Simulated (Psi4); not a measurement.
**AlH3S (SMILES [AlH2][SH]): a chain of runs**

We compute a structure relaxation (SVWN-RPA/def2-TZVP), then vibrational wavenumbers, then a single-point energy (SCS-MP2/aug-cc-pVDZ), then the excited states (TD-SVWN-RPA/def2-TZVP) of AlH3S. 

The calculation is run with Psi4 1.11.

**1. The system as given**

AlH3S has 5 atoms, charge 0, and is taken as a singlet. As SMILES, `[AlH2][SH]`. Geometry: relaxed at PBE0-D4/def2-TZVP. The run starts from this shape.

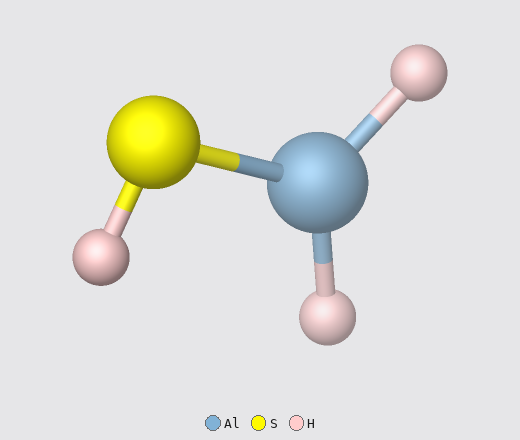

The structure, seen from a chosen angle (aluminium light blue, sulfur yellow, hydrogen pink).

**2. A structure relaxation at SVWN-RPA/def2-TZVP (density fitting) (run 1)**

alh3s.in

```
memory 1600 mb

molecule {
  0 1
  Al    -0.616100    -0.064200    -0.181700
  S      1.129100    -0.343100     1.096600
  H     -1.981700    -0.650100     0.351100
  H     -0.441100     0.696000    -1.556400
  H      1.959700     0.287800     0.249000
  units angstrom
}

set basis def2-TZVP
set reference rks
set geom_maxiter 60

result, w = optimize('svwn', return_wfn=True)
```

Run with:

```console
$ psi4 -i alh3s.in -o alh3s.out -n 1
```

alh3s.out:

```text
[...]
  Running in c1 symmetry.
[...]
  Nuclear repulsion =   73.814899731463512
[...]
  Multiplicity = 1
[...]
  Nalpha       = 16
  Nbeta        = 16
[...]
    Number of basis functions: 92
[...]
   @DF-RKS iter   1:  -640.52513568834502   -2.13449e-01   6.31139e-03 DIIS/ADIIS
[...]
   @DF-RKS iter   6:  -640.65878492822935   -3.24007e-11   3.08070e-09 DIIS
[...]
    Orbital Energies [Eh]
    ---------------------
    Doubly Occupied:
       1A    -87.723893     2A    -55.129913     3A     -7.653323
       4A     -5.708166     5A     -5.703336     6A     -5.701526
       7A     -3.934123     8A     -2.568803     9A     -2.561559
      10A     -2.559188    11A     -0.679821    12A     -0.411881
      13A     -0.377338    14A     -0.299059    15A     -0.290034
      16A     -0.268905
[...]
  @DF-RKS Final Energy:  -640.65878492822935
   => Energetics <=
    Nuclear Repulsion Energy =             74.1212964787673059
    One-Electron Energy =               -1036.6378732710734312
    Two-Electron Energy =                 365.4425394876394080
    DFT Exchange-Correlation Energy =     -43.5847476235626416
    Empirical Dispersion Energy =           0.0000000000000000
    VV10 Nonlocal Energy =                  0.0000000000000000
    Total Energy =                       -640.6587849282293519
[...]
 Multipole Moments:
 ------------------------------------------------------------------------------------
     Multipole            Electronic (a.u.)      Nuclear  (a.u.)        Total (a.u.)
 ------------------------------------------------------------------------------------
 L = 1.  Multiply by 2.5417464519 to convert [e a0] to [Debye]
 Dipole X            :          0.4485648           -0.4120924            0.0364724
 Dipole Y            :         -0.5752169            0.7521364            0.1769196
 Dipole Z            :          1.2891155           -1.6106538           -0.3215383
 Magnitude           :                                                    0.3688057
[...]
  -Total Gradient:
     Atom            X                  Y                   Z
    ------   -----------------  -----------------  -----------------
       1        0.000120947902     0.000013605077     0.000035770776
       2       -0.000035451471     0.000026101771    -0.000067227547
       3        0.000000382964     0.000007710636    -0.000018327186
       4       -0.000046141171    -0.000011578746    -0.000001360770
       5       -0.000032003648    -0.000019667987     0.000023628152
[...]
    Final optimized geometry and variables:
    Molecular point group: c1
    Full point group: C1
    Geometry (in Angstrom), charge = 0, multiplicity = 1:
    AL          -0.913829246705     0.136780107103    -0.651669779731
    S            0.814265210723    -0.145114471401     0.624984307790
    H           -2.281369568499    -0.452748638532    -0.112824661148
    H           -0.723694895636     0.901276195740    -2.028130151519
    H            1.638531387237     0.493176059767    -0.239408270408
    Psi4 run time: 0:00:21.96
[...]
```

On the terminal:

```text
Optimizer: Optimization complete!
```

It took 24 s on 1 thread of AMD EPYC 7R43 (Zen 3), shared host; peak memory 0.34 GiB.

The path in brief:

```csv
step,energy from the first frame kept (eV),largest force (eV/Å)
0,0.0000,0.3417
1,-0.0035,0.0453
2,-0.0037,0.0123
3,-0.0037,0.0240
4,-0.0038,0.0065
```

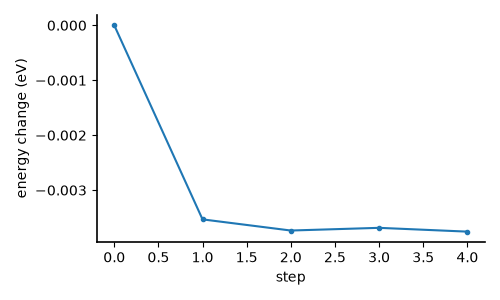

Energy along the run.

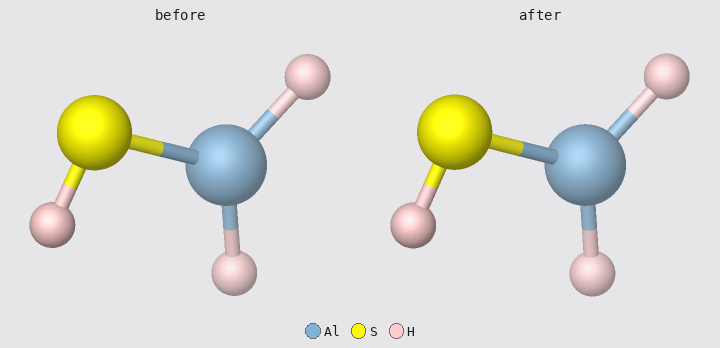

Before and after, at one scale.

After the run. Bond lengths: Al1–S2 2.167 Å, Al1–H3 1.584 Å, Al1–H4 1.586 Å, S2–H5 1.354 Å. Angles: Al1–S2–H5 92.8°, S2–Al1–H3 116.1°, S2–Al1–H4 118.6°, H3–Al1–H4 125.3°.

**3. Vibrational wavenumbers at SVWN-RPA/def2-TZVP (density fitting) (run 2)**

input.dat

```
memory 1600 mb

molecule {
  0 1
  Al    -1.14726974    -0.11855764    -0.34132422
  S      2.11835464    -0.65126009     2.07120219
  H     -3.73154580    -1.23260410     0.67694525
  H     -0.78796855     1.32613232    -2.94245664
  H      3.67599163     0.55493319     0.43773805
  units bohr
}

set globals {
  basis def2-TZVP
  t 298.15
  rotational_symmetry_number 1
}

E, wfn = frequency('svwn', return_wfn=True)
print_variables()
```

Run with:

```console
$ psi4 -i input.dat -o output.dat -n 1
```

output.dat, cut to the lines that bear on the results:

```text
[...]
  Running in c1 symmetry.
[...]
  Nuclear repulsion =   74.121314393472659
[...]
  Multiplicity = 1
[...]
  Nalpha       = 16
  Nbeta        = 16
[...]
    Number of basis functions: 92
[...]
   @DF-RKS iter   1:  -640.52436697569647   -2.09139e-01   6.32237e-03 DIIS/ADIIS
[...]
  -Total Gradient:
     Atom            X                  Y                   Z
    ------   -----------------  -----------------  -----------------
       1        0.000120925531     0.000013465563     0.000035917569
       2       -0.000035374669     0.000026283317    -0.000067509612
       3        0.000000520614     0.000007790805    -0.000018382325
       4       -0.000046146043    -0.000011551262    -0.000001371446
       5       -0.000032190825    -0.000019817705     0.000023829228
[...]
   @DF-RKS iter  11:  -640.65878492753654   -1.12550e-11   3.64176e-09 DIIS
[...]
    Orbital Energies [Eh]
    ---------------------
    Doubly Occupied:
       1A    -87.723893     2A    -55.129913     3A     -7.653323
[...]
  @DF-RKS Final Energy:  -640.65878492753654
   => Energetics <=
    Nuclear Repulsion Energy =             74.1213143934726588
    One-Electron Energy =               -1036.6379051842529861
    Two-Electron Energy =                 365.4425537189310944
    DFT Exchange-Correlation Energy =     -43.5847478556872758
    Empirical Dispersion Energy =           0.0000000000000000
    VV10 Nonlocal Energy =                  0.0000000000000000
    Total Energy =                       -640.6587849275365443
[...]
 Multipole Moments:
[...]
  ==> Harmonic Vibrational Analysis <==
[...]
  Freq [cm^-1]                 377.3660            398.1030            526.7956
[...]
  IR activ [km/mol]            10.9607             44.4021             20.2639
[...]
  Freq [cm^-1]                 555.7712            657.9633            735.5166
[...]
  IR activ [km/mol]            130.5904            10.3731             244.7960
[...]
  Freq [cm^-1]                1894.9174           1920.9165           2625.5614
[...]
  IR activ [km/mol]            86.8143             175.5938             4.4989
[...]
  Total E_0, Enthalpy at 0 [K]                                                         -640.63670285 [Eh]
[...]
  Total H, Enthalpy at  298.15 [K]                                                     -640.63166013 [Eh]
[...]
  Total G, Gibbs energy at  298.15 [K]                                                 -640.66212270 [Eh]
[...]
```

Standard output:

```text
Warning: used thermodynamics relations inappropriate for low-frequency modes: ['377.3660' '398.1030' '526.7956' '555.7712']
```

Wall time 95 s (1 thread of AMD EPYC 7R43 (Zen 3), shared host); peak memory 0.38 GiB.

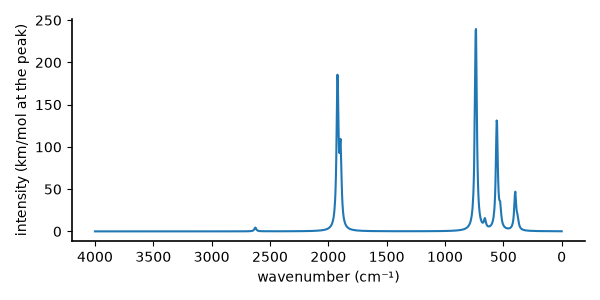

Harmonic infrared spectrum, unscaled, lines broadened by 10 cm⁻¹.

**4. A single-point energy at SCS-MP2/aug-cc-pVDZ (density fitting) (run 3)**

calc.inp

```
memory 1600 MB

molecule mol {
  Al    -0.607109    -0.062738    -0.180621
  S      1.120985    -0.344632     1.096033
  H     -1.974649    -0.652266     0.358224
  H     -0.416975     0.701759    -1.557081
  H      1.945251     0.293658     0.231641
}

set {
  basis aug-cc-pVDZ
  freeze_core true
}

energy('scs-mp2')
```

Run with:

```console
$ psi4 -n 1 calc.inp calc.out
```

calc.out:

```text
[...]
  Running in c1 symmetry.
[...]
  Nuclear repulsion =   74.121314299188441
[...]
  Multiplicity = 1
[...]
  Nalpha       = 16
  Nbeta        = 16
[...]
    Number of basis functions: 81
[...]
   @RHF iter   1:  -641.19902109730776   -5.92481e-01   2.39786e-03 DIIS/ADIIS
[...]
   @RHF iter  10:  -641.23109995454911   -4.09273e-11   8.33637e-09 DIIS
[...]
    Orbital Energies [Eh]
    ---------------------
    Doubly Occupied:
       1A    -91.950420     2A    -58.502247     3A     -8.954790
       4A     -6.636512     5A     -6.635352     6A     -6.633826
       7A     -4.916142     8A     -3.231047     9A     -3.229594
      10A     -3.228061    11A     -0.957625    12A     -0.576705
      13A     -0.532486    14A     -0.440461    15A     -0.426328
      16A     -0.387835
[...]
  @RHF Final Energy:  -641.23109995454911
   => Energetics <=
    Nuclear Repulsion Energy =             74.1213142991884411
    One-Electron Energy =               -1036.2259658037039571
    Two-Electron Energy =                 320.8735515499664075
    Total Energy =                       -641.2310999545491086
[...]
 Multipole Moments:
 ------------------------------------------------------------------------------------
     Multipole            Electronic (a.u.)      Nuclear  (a.u.)        Total (a.u.)
 ------------------------------------------------------------------------------------
 L = 1.  Multiply by 2.5417464519 to convert [e a0] to [Debye]
 Dipole X            :          0.3288943           -0.4120926           -0.0831983
 Dipole Y            :         -0.5549463            0.7521374            0.1971912
 Dipole Z            :          1.1993217           -1.6106531           -0.4113313
 Magnitude           :                                                    0.4636807
[...]
	SCS-MP2 Total Energy (a.u.)        :  -641.45314268823597
	SOS-MP2 Total Energy (a.u.)        :  -641.43880108500855
	SCSN-MP2 Total Energy (a.u.)       :  -641.30682361958952
[...]
	SOS-PI-MP2 Total Energy (a.u.)     :  -641.47341794008503
[...]
	MP2 Total Energy (a.u.)            :  -641.44720903961399
[...]
```

It took 15 s on 1 thread of AMD EPYC 7R43 (Zen 3), shared host; peak memory 0.35 GiB.

**5. The excited states at TD-SVWN-RPA/def2-TZVP (density fitting, save jk yes) (run 4)**

alh3s.dat

```
memory 1.6 GB

molecule geom {
  0 1
  Al    -0.607109    -0.062738    -0.180621
  S      1.120985    -0.344632     1.096033
  H     -1.974649    -0.652266     0.358224
  H     -0.416975     0.701759    -1.557081
  H      1.945251     0.293658     0.231641
}

set {
  basis def2-TZVP
  reference rks
  save_jk true
}

from psi4.driver.procrouting.response.scf_response import tdscf_excitations
energy_value, wavefunction = energy("svwn", return_wfn=True)
states = tdscf_excitations(wavefunction, states=6, tda=False)
```

Run with:

```console
$ psi4 -n 1 alh3s.dat alh3s.out
```

alh3s.out, cut to the lines that bear on the results:

```text
[...]
  Running in c1 symmetry.
[...]
  Nuclear repulsion =   74.121314299188441
[...]
  Multiplicity = 1
[...]
  Nalpha       = 16
  Nbeta        = 16
[...]
    Number of basis functions: 92
[...]
   @DF-RKS iter   1:  -640.52436697646704   -2.09139e-01   6.32237e-03 DIIS/ADIIS
[...]
   @DF-RKS iter   8:  -640.65878492321610   -3.40442e-07   9.24005e-07 DIIS
[...]
  @DF-RKS Final Energy:  -640.65878492321610
   => Energetics <=
    Nuclear Repulsion Energy =             74.1213142991884411
    One-Electron Energy =               -1036.6380494137247297
    Two-Electron Energy =                 365.4427186666860052
    DFT Exchange-Correlation Energy =     -43.5847684753658484
    Empirical Dispersion Energy =           0.0000000000000000
    VV10 Nonlocal Energy =                  0.0000000000000000
    Total Energy =                       -640.6587849232161034
[...]
 Multipole Moments:
 ------------------------------------------------------------------------------------
     Multipole            Electronic (a.u.)      Nuclear  (a.u.)        Total (a.u.)
 ------------------------------------------------------------------------------------
 L = 1.  Multiply by 2.5417464519 to convert [e a0] to [Debye]
 Dipole X            :          0.4485497           -0.4120926            0.0364572
 Dipole Y            :         -0.5752383            0.7521374            0.1768992
 Dipole Z            :          1.2891450           -1.6106531           -0.3215081
 Magnitude           :                                                    0.3687680
[...]
**********                               WARNING                                **********
**********       The names of excited state variables changed between 1.5       **********
[...]
**********                               WARNING                                **********
**********  Length-gauge rotatory strengths are **NOT** gauge-origin invariant  **********
[...]
                                    Excitation Energy         Total Energy        Oscillator Strength             Rotatory Strength
[...]
Excited State    1 (1 A):   0.18594 au   245.04 nm f = 0.0667
[...]
Excited State    3 (1 A):   0.20135 au   226.29 nm f = 0.0030
[...]
Excited State    4 (1 A):   0.22975 au   198.31 nm f = 0.0074
[...]
Excited State    5 (1 A):   0.23699 au   192.26 nm f = 0.0679
[...]
Excited State    6 (1 A):   0.24795 au   183.76 nm f = 0.0022
[...]
```

Wall time 33 s (1 thread of AMD EPYC 7R43 (Zen 3), shared host); peak memory 0.29 GiB.

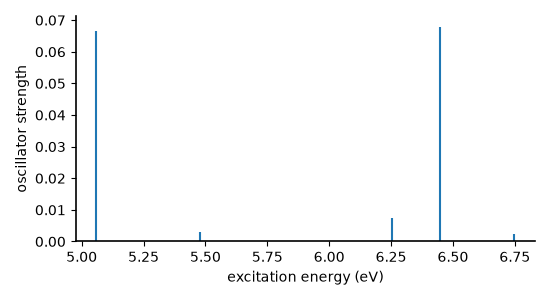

Vertical excitations as sticks.

The roots found:

```csv
excited state,energy (eV),strength,label
1,5.060,0.0667,A 1
2,5.252,0.0003,A 1
3,5.479,0.0030,A 1
4,6.252,0.0074,A 1
5,6.449,0.0679,A 1
6,6.747,0.0022,A 1
```

**6. Outcome**

```
                                                                            quantity             value
                                  run 1, SVWN-RPA/def2-TZVP: total energy at the end     -640.65878 Eh
                                            run 1, SVWN-RPA/def2-TZVP: dipole moment            0.94 D
                                              run 1, SVWN-RPA/def2-TZVP: HOMO energy          -7.32 eV
                                              run 1, SVWN-RPA/def2-TZVP: LUMO energy          -2.80 eV
                                            run 1, SVWN-RPA/def2-TZVP: HOMO–LUMO gap           4.52 eV
                               run 2, SVWN-RPA/def2-TZVP: lowest harmonic wavenumber          377 cm⁻¹
                              run 2, SVWN-RPA/def2-TZVP: highest harmonic wavenumber         2626 cm⁻¹
                                        run 2, SVWN-RPA/def2-TZVP: zero-point energy       58.0 kJ/mol
run 2, SVWN-RPA/def2-TZVP: ideal-gas entropy at 298.15 K (symmetry number 1 as used)  64.1 cal/(mol K)
                                            run 3, SCS-MP2/aug-cc-pVDZ: total energy     -641.45314 Eh
                     run 3, SCS-MP2/aug-cc-pVDZ: HOMO energy (Hartree–Fock orbitals)         -10.55 eV
                     run 3, SCS-MP2/aug-cc-pVDZ: LUMO energy (Hartree–Fock orbitals)           0.63 eV
                   run 3, SCS-MP2/aug-cc-pVDZ: HOMO–LUMO gap (Hartree–Fock orbitals)          11.18 eV
            run 3, SCS-MP2/aug-cc-pVDZ: correlation energy (10 core orbitals frozen)        -222.0 mEh
                     run 4, TD-SVWN-RPA/def2-TZVP: ground-state or mean-field energy     -640.65878 Eh
            run 4, TD-SVWN-RPA/def2-TZVP: dipole moment (SVWN-RPA Kohn–Sham density)            0.94 D
             run 4, TD-SVWN-RPA/def2-TZVP: HOMO energy (SVWN-RPA Kohn–Sham orbitals)          -7.32 eV
             run 4, TD-SVWN-RPA/def2-TZVP: LUMO energy (SVWN-RPA Kohn–Sham orbitals)          -2.80 eV
           run 4, TD-SVWN-RPA/def2-TZVP: HOMO–LUMO gap (SVWN-RPA Kohn–Sham orbitals)           4.52 eV
                              run 4, TD-SVWN-RPA/def2-TZVP: lowest excitation energy           5.06 eV
```

The optimisation (run 1, SVWN-RPA/def2-TZVP) took 5 steps and changed the energy by -0.004 eV. All 9 modes (run 2, SVWN-RPA/def2-TZVP) are real, so the shape is a minimum at this level. The brightest of the 6 transitions from the ground state lies at 6.45 eV (192 nm, f = 0.068); the lowest, at 5.06 eV, has f = 0.067.
